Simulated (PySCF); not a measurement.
## Electronic structure of C₃H₈BFSi in real space

```yaml
atoms:
  - { symbol: B, position_ang: [2.4499, 0.2503, 0.5948] }
  - { symbol: Si, position_ang: [0.6249, 0.7692, 0.1795] }
  - { symbol: C, position_ang: [-0.3029, -0.0811, -1.2860] }
  - { symbol: C, position_ang: [-1.4876, -0.3871, -0.3732] }
  - { symbol: F, position_ang: [-1.9975, -1.6599, -0.5548] }
  - { symbol: C, position_ang: [-0.8397, -0.1912, 0.9949] }
  - { symbol: H, position_ang: [3.2563, 1.0579, 0.8447] }
  - { symbol: H, position_ang: [2.7916, -0.8673, 0.6100] }
  - { symbol: H, position_ang: [0.2395, 2.1979, 0.1558] }
  - { symbol: H, position_ang: [0.1678, -1.0104, -1.6002] }
  - { symbol: H, position_ang: [-0.5597, 0.4841, -2.1772] }
  - { symbol: H, position_ang: [-2.3273, 0.2945, -0.5366] }
  - { symbol: H, position_ang: [-0.5375, -1.1543, 1.4010] }
  - { symbol: H, position_ang: [-1.4786, 0.2970, 1.7250] }
```

Geometry: GFN2-xTB.

These are results of PBE0/pcSseg-1, SCF density, gas phase, non-relativistic in PySCF 2.14.0, not measurements.

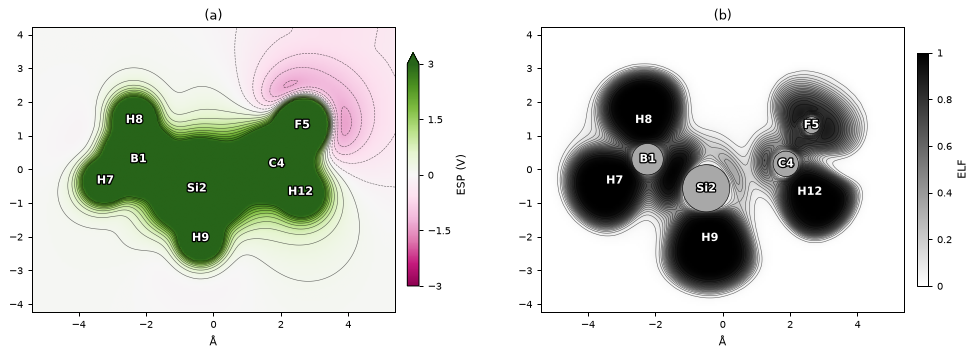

Figure 1. (a) electrostatic potential; (b) electron localisation function on the plane of atoms Si2, B1 and H8. Grey discs cover the atomic cores in the ELF map.

What does the map show?

The plane passes through B, Si, C, F and H nuclei.
C–F (1.38 Å): the ELF peaks at about 0.85 between the atoms (a polar covalent bond).
Si–B (1.94 Å): the ELF peaks at about 1 between the atoms, as expected for a shared electron pair.
C–H (1.09 Å): the ELF climbs to about 1 towards the hydrogen, as it does in any bond to H (a covalent bond by its length).
B–H (1.17 Å): the ELF climbs to about 1 towards the hydrogen: an ordinary covalent bond to hydrogen.
Si–H (1.48 Å): the ELF climbs to about 1 towards the hydrogen.
The ELF also peaks beside F5, away from the bonds: lone-pair regions.
Outside the dense part of the molecule the potential is most negative (−1.4 V) near F5.

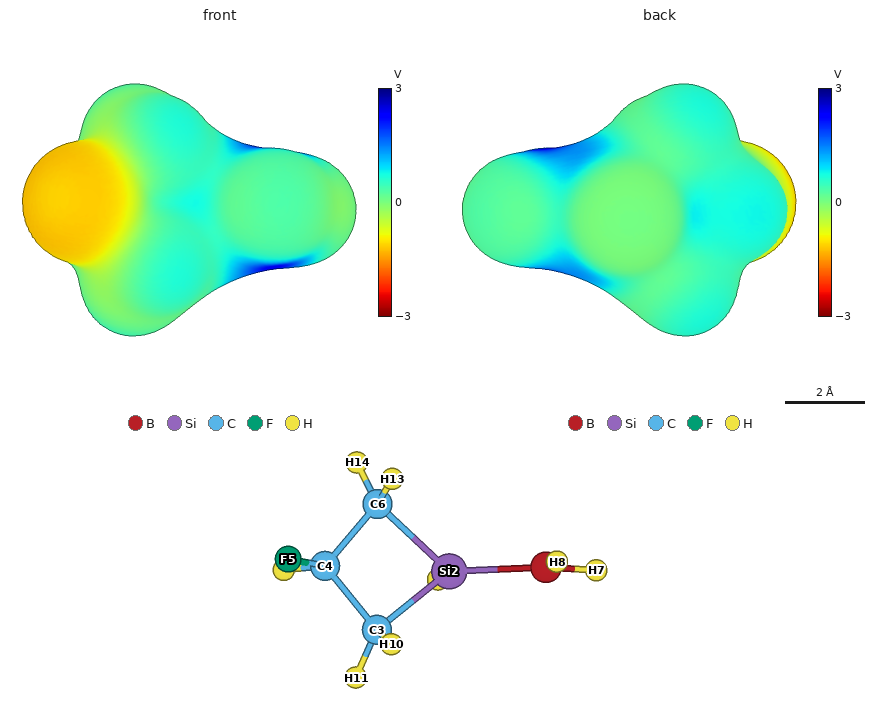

Figure 2. The molecular electrostatic potential painted on the density surface at 0.002 e/bohr³, seen from the front and from behind; the colour scale runs from red (negative) to blue (positive). The bare structure is drawn below in the same view.

Describe the electrostatic potential map.

The most negative region (about −1.2 V) lies over F5, the most positive (about +2.2 V) over B1.

What dipole moment does the calculation give?

Its dipole moment is 1.85 D.
